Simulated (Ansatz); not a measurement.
**One shape, several levels: H3O+ (oxonium)**

Wanted: a comparison of 6 runs (PBE/3-21G, wB97M-V/3-21G, wB97M-V/6-31G, wB97X/3-21G, UMP2/6-31G, FCI/3-21G) of H3O+ (oxonium). 

Program for the calculation: Ansatz 0.2.0.

### 1 The structure to begin with

H3O+: 4 atoms, total charge +1, spin state singlet. SMILES: `[OH3+]`. The H4–O1 distance was set to 1.476 Å, away from the relaxed value. At this shape a bond of the SMILES string is far longer than usual.

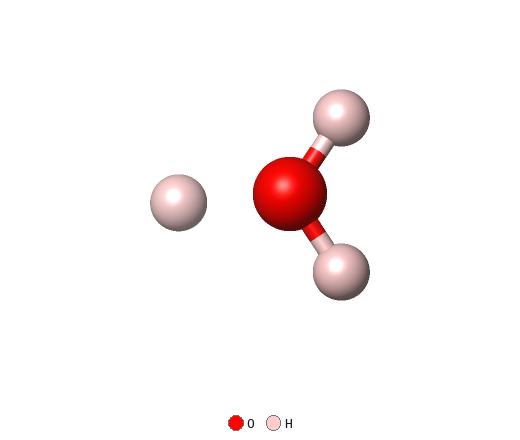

The structure, seen from a chosen angle (oxygen red, hydrogen pink).

### 2 The energy at PBE/3-21G (run 1)

run.yaml

```yaml
crystal:
  periodic: [false, false, false]
  atoms:
    - {symbol: O, position_ang: [0.292511, 0.154372, -0.488415]}
    - {symbol: H, position_ang: [0.310691, 1.134832, -0.415045]}
    - {symbol: H, position_ang: [-0.316949, -0.151228, -1.197195]}
    - {symbol: H, position_ang: [0.003130, -0.491800, 0.806120]}
basis:
  gaussian: {orbitals: 3-21G.json}
hamiltonian: {xc: {name: PBE}}
accuracy: high
total_charge: 1
```

The basis set 3-21G is read from a file made from the Basis Set Exchange's data (not shown).

Command:

```sh
$ ansatz run run.yaml --threads 1 --pin off --max-ram 2610MiB --events-out events.jsonl --progress --plain --runs-dir runs
```

The program printed:

```text
Warning: RAYON_NUM_THREADS=1 ignored (pool sized by the plan → 1); use --threads N
Functional definition: PBE
  name "PBE"
  parameter kappa = 0.804
  parameter beta = 0.06672455060314922
  exchange = pbe_x(kappa = kappa, mu = beta*pi^2/3)
  correlation = pbe_c(beta = beta)
232 factors; integrals over basis functions are off by at most 4.0e-9 eV
mean field evaluation 1: about -2054.9312 eV, gradient 1.0e2 eV
mean field evaluation 2: about -2006.3860 eV, gradient 1.5e2 eV
mean field evaluation 4: about -2071.2072 eV, gradient 8.1e0 eV
mean field evaluation 8: about -2071.3947 eV, gradient 1.2e-1 eV
mean field evaluation 16: about -2071.3947 eV, gradient 5.0e-7 eV
mean field -2071.39472815 eV, -76.1223522178 hartree, gradient 4.5e-8 eV, S^2 0.000000; 0 other end points of the search recorded, 0 dependent functions left out
reference -2071.39472955 eV, -76.1223522693 hartree; 5, 5 occupied and 10, 10 virtual orbitals, 232 factors
Total energy: -2071.39472955 eV, -76.1223522693 hartree
```

It took 0.2 s on 1 thread of AMD EPYC 9R45 (Zen 5), shared host.

### 3 The energy at wB97M-V/3-21G (run 2)

job.yaml

```yaml
crystal:
  periodic: [false, false, false]
  atoms:
    - {symbol: O, position_ang: [0.292511, 0.154372, -0.488415]}
    - {symbol: H, position_ang: [0.310691, 1.134832, -0.415045]}
    - {symbol: H, position_ang: [-0.316949, -0.151228, -1.197195]}
    - {symbol: H, position_ang: [0.003130, -0.491800, 0.806120]}
basis:
  gaussian:
    orbitals: 3-21G.json
total_charge: 1
hamiltonian:
  xc: {name: wB97M-V}
accuracy: high
```

The basis set 3-21G is read from a file made from the Basis Set Exchange's data (not shown).

Command:

```sh
$ ansatz run job.yaml --threads 1 --pin off --max-ram 2610MiB --events-out events.jsonl --progress --plain --runs-dir runs
```

The program printed (excerpt; [...] marks lines left out):

```text
Warning: RAYON_NUM_THREADS=1 ignored (pool sized by the plan → 1); use --threads N
Functional definition: wB97M-V
  name "wB97M-V"
[...]
  gx(w, u) = 1 - cx + cx01*u + cx10*w
  gss(w, u) = css00 + css04*u^4 + css10*w + css20*w^2 + css43*w^4*u^3
  gos(w, u) = cos00 + cos10*w + (cos20 + cos21*u)*w^2 + (cos60 + cos61*u)*w^6
[...]
      + integral(e_c_pw_mod_opposite_spin*gos(b97_w_opposite, b97_u_opposite)) + vv10(b, c)
232 factors; integrals over basis functions are off by at most 4.0e-9 eV
107 factors; integrals over basis functions are off by at most 1.4e-9 eV
[...]
mean field -2072.75059345 eV, -76.1721793486 hartree, gradient 6.0e-8 eV, S^2 0.000000; 0 other end points of the search recorded, 0 dependent functions left out
reference -2072.75059519 eV, -76.1721794126 hartree; 5, 5 occupied and 10, 10 virtual orbitals, 232 factors
Total energy: -2072.75059519 eV, -76.1721794126 hartree
```

Run time: 1.7 s. Hardware: 1 thread of AMD EPYC 9R45 (Zen 5), shared host; peak memory 0.19 GiB.

### 4 A single-point energy at wB97M-V/6-31G (run 3)

in.yaml

```yaml
basis:
  gaussian:
    orbitals: 6-31G
crystal:
  periodic: [false, false, false]
  atoms:
    - symbol: O
      position_ang: [0.292511, 0.154372, -0.488415]
    - symbol: H
      position_ang: [0.310691, 1.134832, -0.415045]
    - symbol: H
      position_ang: [-0.316949, -0.151228, -1.197195]
    - symbol: H
      position_ang: [0.003130, -0.491800, 0.806120]
total_charge: 1
hamiltonian:
  xc: {name: wB97M-V}
accuracy: high
```

Command:

```sh
$ ansatz run in.yaml --threads 1 --pin off --max-ram 2610MiB --events-out events.jsonl --progress --plain --runs-dir runs
```

The program printed (excerpt; [...] marks lines left out):

```text
Warning: RAYON_NUM_THREADS=1 ignored (pool sized by the plan → 1); use --threads N
[... 2 set-up lines as earlier in the session ...]
[...]
  gx(w, u) = 1 - cx + cx01*u + cx10*w
  gss(w, u) = css00 + css04*u^4 + css10*w + css20*w^2 + css43*w^4*u^3
  gos(w, u) = cos00 + cos10*w + (cos20 + cos21*u)*w^2 + (cos60 + cos61*u)*w^6
[...]
      + integral(e_c_pw_mod_opposite_spin*gos(b97_w_opposite, b97_u_opposite)) + vv10(b, c)
282 factors; integrals over basis functions are off by at most 1.0e-8 eV
131 factors; integrals over basis functions are off by at most 1.1e-9 eV
[...]
mean field -2083.33350586 eV, -76.5610942061 hartree, gradient 2.1e-8 eV, S^2 0.000000; 0 other end points of the search recorded, 0 dependent functions left out
reference -2083.33350778 eV, -76.5610942768 hartree; 5, 5 occupied and 10, 10 virtual orbitals, 282 factors
Total energy: -2083.33350778 eV, -76.5610942768 hartree
```

It took 1.8 s on 1 thread of AMD EPYC 9R45 (Zen 5), shared host; peak memory 0.19 GiB.

Runs 4 to 5 aren't shown in full; the table further down has their settings and results.

### 5 A single-point energy at FCI/3-21G (run 6)

job.yaml: that of step 3 with these lines changed.

```diff
@@ -10,5 +10,6 @@
     orbitals: 3-21G.json
+accuracy: high
 total_charge: 1
-hamiltonian:
-  xc: {name: wB97M-V}
-accuracy: high
+correlation:
+  method: fci
+  frozen_orbitals: {H: 0, O: 1}
```

The basis set 3-21G is read from a file made from the Basis Set Exchange's data (not shown).

Command:

```sh
$ ansatz run job.yaml --threads 1 --pin off --max-ram 2610MiB --events-out events.jsonl --progress --plain --runs-dir runs
```

The program printed:

```text
Warning: RAYON_NUM_THREADS=1 ignored (pool sized by the plan → 1); use --threads N
Functional definition: HF
  name "HF"
  exchange = exact_x
  correlation = 0
232 factors; integrals over basis functions are off by at most 4.0e-9 eV
mean field evaluation 1: about -2056.8753 eV, gradient 5.9e1 eV
mean field evaluation 2: about -2056.8721 eV, gradient 5.9e1 eV
mean field evaluation 4: about -2062.5484 eV, gradient 1.6e0 eV
mean field evaluation 8: about -2062.5564 eV, gradient 7.1e-2 eV
mean field -2062.55646642 eV, -75.7975520901 hartree, gradient 9.7e-8 eV, S^2 0.000000; 0 other end points of the search recorded, 0 dependent functions left out
1 core orbitals not correlated: weight in the atoms' cores, before any rotation towards them, 1.000 or more for the frozen orbitals, at most 0.000 for the correlated occupied ones
reference -2062.55646642 eV, -75.7975520901 hartree; 4, 4 occupied and 10, 10 virtual orbitals, 232 factors
state -2066.68385180 eV, -75.9492307049 hartree
Total energy: -2066.68385180 eV, -75.9492307049 hartree
```

Wall time 1.6 s (1 thread of AMD EPYC 9R45 (Zen 5), shared host); peak memory 0.16 GiB.

### 6 Overview of the runs

```tsv
run	level	frozen core orbitals	energy (Eh)	wall time
1	PBE/3-21G	–	-76.122352	0.2 s
2	wB97M-V/3-21G	–	-76.172179	1.7 s
3	wB97M-V/6-31G	–	-76.561094	1.8 s
4	wB97X/3-21G	–	-76.183392	0.8 s
5	UMP2/6-31G	1	-76.322150	0.04 s
6	FCI/3-21G	1	-75.949231	1.6 s
```

### 7 What came out

| quantity | value |
| --- | --- |
| run 6: total energy | -75.94923 Eh |
| run 6: correlation energy (1 core orbital frozen) | -151.7 mEh |

In words: Totals of different functionals can't be ranked against each other. All runs together took 6.1 s, the longest 1.8 s.
